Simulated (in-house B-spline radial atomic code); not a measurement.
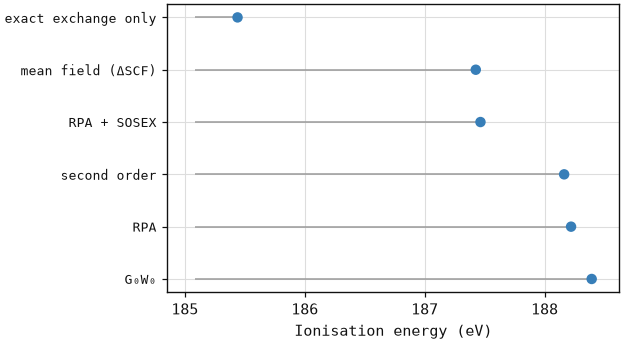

The ionisation energy of an atom or ion with the configuration [Ne] 3s² by several methods. All-electron spherical atom, non-relativistic, PBE0 start, no spin-orbit coupling, Breit or QED terms; computed with a B-spline radial code. Differences of total energies, each species on its own start, beside the G₀W₀ level.

### Which atom or ion is it?

Ca⁸⁺ (calcium, Z = 20). The values run from 185.44 eV (exact exchange only) to 188.39 eV (G₀W₀).
